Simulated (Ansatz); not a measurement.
# Calculations on Si2N2H8

**1. Relaxation**

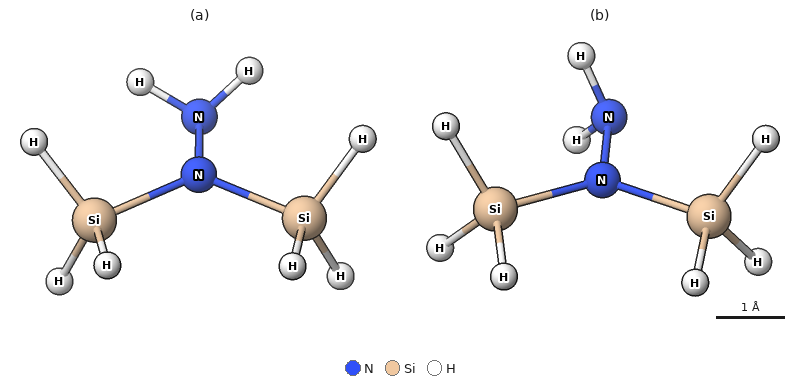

The structure of Si2N2H8 before (left) and after (right) a relaxation, at one scale.

Style: ball-and-stick. Shown from a free direction.

The run prepares an end point of a later path (inversion) calculation, from a guessed geometry.

Computed with Ansatz 0.2.0, RKS LDA/def2-SVP.

Input
```yaml
crystal:
  periodic: [false, false, false]
  atoms:
    - { symbol: "N", position_ang: [-1.18446, 0.95837, -0.49419] }
    - { symbol: "N", position_ang: [-0.04663, 0.19037, -0.02346] }
    - { symbol: Si, position_ang: [-0.208, -0.43679, 1.58758] }
    - { symbol: Si, position_ang: [0.93015, -0.44227, -1.31604] }
    - { symbol: H, position_ang: [-1.5425, 1.48231, 0.30261] }
    - { symbol: H, position_ang: [-0.82308, 1.64393, -1.1575] }
    - { symbol: H, position_ang: [1.09221, -1.01261, 1.90417] }
    - { symbol: H, position_ang: [-1.28937, -1.41569, 1.72838] }
    - { symbol: H, position_ang: [-0.52062, 0.73929, 2.41419] }
    - { symbol: H, position_ang: [1.30826, 0.73532, -2.11086] }
    - { symbol: H, position_ang: [0.20545, -1.38487, -2.17173] }
    - { symbol: H, position_ang: [2.07859, -1.05736, -0.66316] }
basis:
  gaussian: { orbitals: def2-SVP }
hamiltonian:
  xc: lda
relax:
  f_tol: 0.015
  max_steps: 40
```

Run as
```bash
ansatz run input.yaml --threads 2 --pin off --max-ram 3072MiB --backend cpu --events-out ev --progress --plain --runs-dir out
```

### What changed between the two?

The energy falls by 0.451 eV in 12 accepted moves (13 points after the start). Largest force component: 1.3 eV/Å at the start, 0.007 eV/Å at the end. The line search rejected the trial step at point 4 of the run. The atom that moves furthest after the best rigid fit is H5 (1.30 Å). By element the largest moves are H 1.30 Å, Si 0.19 Å, N 0.15 Å. Among the contacts that change: Si3–H7 1.457 → 1.505 Å, Si3–H8 1.465 → 1.513 Å, Si4–H11 1.465 → 1.508 Å, N1–N2 1.451 → 1.410 Å. Bond angles that change, for instance: N2–Si4–H10 104.8° → 111.3°, N2–Si3–H9 104.6° → 110.2°, N2–N1–H5 107.1° → 111.3°. Groups turn about N1–N2 by about 85°. Cost: 16 s on 2 threads of Arm Neoverse V2, on a shared host, peak memory 0.14 GiB.

**2. Relaxation**

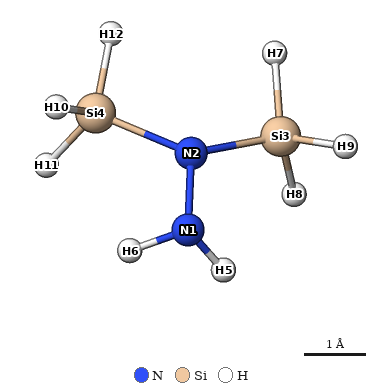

Si2N2H8, before the relaxation. Style: ball-and-stick. Shown at a tilt.

The run prepares an end point of a later path (inversion) calculation, from a guessed geometry.

Level of theory: Ansatz 0.2.0, RKS LDA/def2-SVP.

Input file:
```yaml
crystal:
  periodic: [false, false, false]
  atoms:
    - { symbol: "N", position_ang: [-1.18446, 0.95837, -0.49419] }
    - { symbol: "N", position_ang: [-0.04663, 0.19037, -0.02346] }
    - { symbol: Si, position_ang: [-0.208, -0.43679, 1.58758] }
    - { symbol: Si, position_ang: [0.93015, -0.44227, -1.31604] }
    - { symbol: H, position_ang: [-2.00923, 0.59192, -0.0219] }
    - { symbol: H, position_ang: [-1.29472, 0.74418, -1.48542] }
    - { symbol: H, position_ang: [1.09221, -1.01261, 1.90417] }
    - { symbol: H, position_ang: [-1.28937, -1.41569, 1.72838] }
    - { symbol: H, position_ang: [-0.52062, 0.73929, 2.41419] }
    - { symbol: H, position_ang: [1.30826, 0.73532, -2.11086] }
    - { symbol: H, position_ang: [0.20545, -1.38487, -2.17173] }
    - { symbol: H, position_ang: [2.07859, -1.05736, -0.66316] }
basis:
  gaussian: { orbitals: def2-SVP }
hamiltonian:
  xc: lda
relax:
  f_tol: 0.015
  max_steps: 40
output:
  orbitals: {}
```

Command:
```bash
ansatz run input.yaml --threads 2 --pin off --max-ram 3072MiB --backend cpu --events-out ev --progress --plain --runs-dir out
```

Q: Where does the relaxation end?

A: The largest move after the best rigid fit is that of H5, 1.19 Å. By element the largest moves are H 1.19 Å, N 0.44 Å, Si 0.11 Å. Some distances before and after: Si3–H7 1.457 → 1.509 Å, Si4–H12 1.457 → 1.504 Å, Si3–H8 1.465 → 1.508 Å, N1–N2 1.451 → 1.410 Å. Bond angles that change, for instance: N2–Si3–H9 104.6° → 111.4°, N2–Si4–H10 104.8° → 110.2°, N1–N2–Si4 113.1° → 118.1°. Groups turn about N1–N2 by about 85°. Over 12 accepted moves (13 points after the start) the energy falls by 14.0 kcal/mol. The largest force component goes from 1.1 to 0.008 eV/Å. The line search rejected the trial step at point 8 of the run.

Step by step:

```tsv
step	E − E(0), kcal/mol	largest force component, eV/Å	note
0	0.00	1.0876	
1	-4.40	0.5107	
2	-5.58	0.5374	
3	-7.31	0.5206	
4	-9.38	0.5080	
5	-11.46	0.4945	
6	-13.05	0.3694	
7	-13.85	0.0879	
8	-13.74	0.3342	rejected
9	-13.95	0.0262	
10	-13.96	0.0947	
11	-13.98	0.0823	
12	-13.99	0.0052	
13	-13.99	0.0080
```

Final geometry:

```xyz
12

N    -1.4244    0.5986   -0.4101
N    -0.2330   -0.0669   -0.0543
Si   -0.1818   -0.3596    1.6635
Si    0.8976   -0.4572   -1.3197
H    -1.9845    0.0371   -1.0712
H    -1.2265    1.5143   -0.8442
H     1.1190   -1.0689    1.9480
H    -1.3340   -1.2239    2.1092
H    -0.2329    0.9304    2.4421
H     1.3329    0.8013   -2.0371
H     0.2402   -1.3405   -2.3567
H     2.0891   -1.1547   -0.7219
```

The end point in the same view:

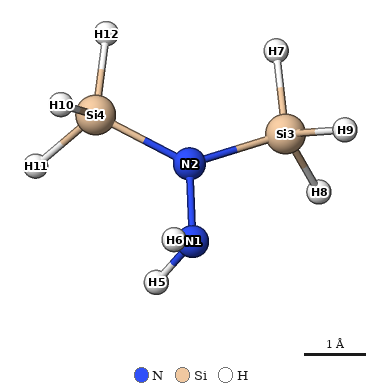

**3. Path**

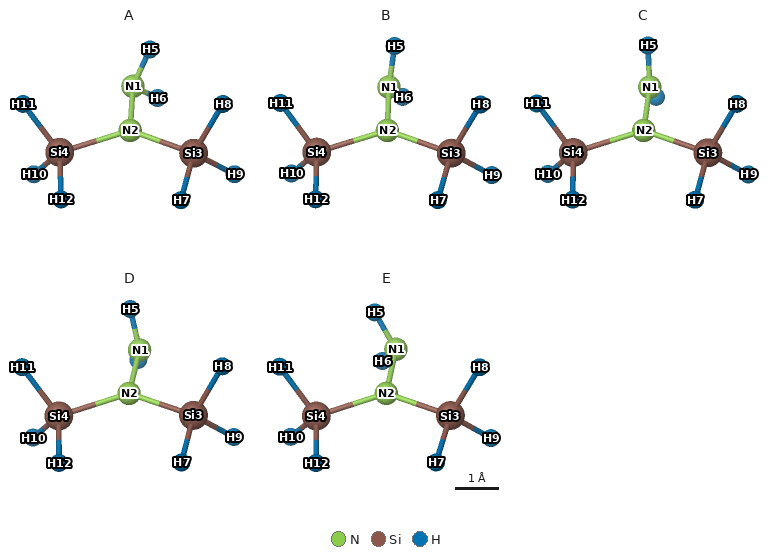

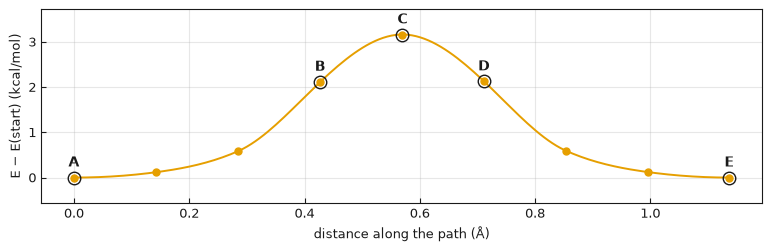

A nudged-elastic-band calculation for Si2N2H8. Images are numbered from 0 (start) to 8 (end). Frames A to E are images 0, 3, 4, 5, 8. The picture is a ball-and-stick view, seen from a free direction.

Theory: RKS LDA/def2-SVP in Ansatz 0.2.0. Settings: 7 movable images; climbing image; force threshold 0.03 eV/Å; iteration limit 60; starting path by image-dependent pair potential.

**What happens along the path, and what is the barrier?**

The motion is an umbrella inversion at N1. No bond forms or breaks between the ends. Bond angles that change up to the highest image, for instance: H5–N1–H6 108.4° → 120.4°, N2–N1–H5 111.3° → 119.8°. The barrier is about 3.16 kcal/mol in both directions, with image 4 at the top; the ends have the same energy. The band converged in 5 iterations, with a climbing image at the top. At the top, the vibrational analysis gives one imaginary mode (627i cm⁻¹), as a transition state must have.

The run took 44 s on 2 threads of Arm Neoverse V2, with other jobs on the host, peak memory 0.14 GiB.
